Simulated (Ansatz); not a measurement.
The calculation's input:

```
crystal:
  periodic: [false, false, false]
  atoms:
    - { symbol: Al, position_ang: [-0.8323, 1.2819, 0.3713] }
    - { symbol: C, position_ang: [0.2769, 0.0158, -0.6116] }
    - { symbol: C, position_ang: [0.7214, -1.1388, 0.1365] }
    - { symbol: S, position_ang: [-0.569, -1.5214, -0.9834] }
    - { symbol: H, position_ang: [-1.176, 2.7512, -0.2996] }
    - { symbol: H, position_ang: [-1.5245, 0.9438, 1.764] }
    - { symbol: H, position_ang: [0.58493, 0.68608, 0.46105] }
    - { symbol: H, position_ang: [0.5093, -1.1584, 1.2169] }
    - { symbol: H, position_ang: [1.7273, -1.5393, -0.1538] }
basis:
  gaussian: { orbitals: "6-31G*" }
hamiltonian:
  xc: b3lyp
  dispersion: d4
relax:
  f_tol: 0.02
  max_steps: 50
output:
  orbitals: {}
```

Run with:

```sh
ansatz run input.yaml --threads 1 --pin off --max-ram 2048MiB --backend cpu --events-out ev --progress --plain --runs-dir out
```

The fields are those of the relaxed geometry.

Theory: RKS B3LYP-D4/6-31G* (Ansatz).

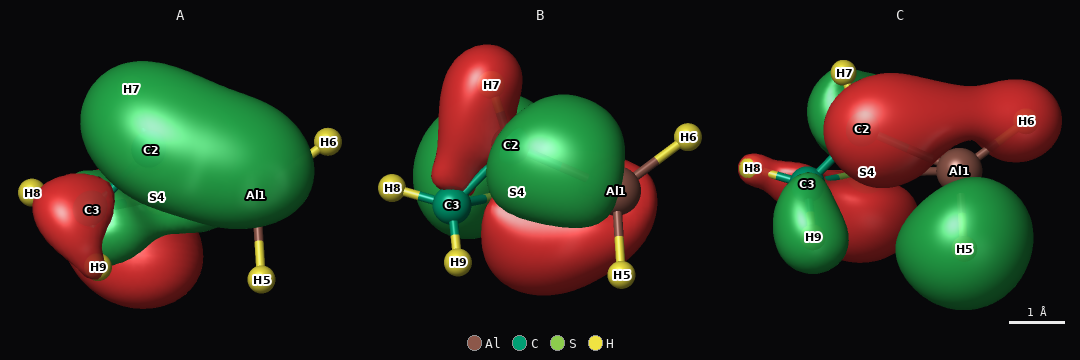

C2H5AlS. Three frontier orbitals at ±0.08 Å⁻³ᐟ² (green and red are the two phases), in no order.

Which picture is the HOMO−1, the HOMO and the LUMO?

C is the HOMO−1 (−7.70 eV). Its weight (Hirshfeld) is mainly on S4 (about 30 %), H5 (about 20 %), C2 (about 20 %) and Al1 (about 20 %). B is the HOMO (−7.16 eV). Its weight (Hirshfeld) is mainly on S4 (about 60 %), C2 (about 15 %) and Al1 (about 15 %). A is the LUMO (−0.64 eV). By Hirshfeld shares it lies mainly on S4 (about 35 %), C2 (about 30 %), Al1 (about 15 %) and C3 (about 10 %).

What is the HOMO–LUMO gap?

6.52 eV between the orbital energies.
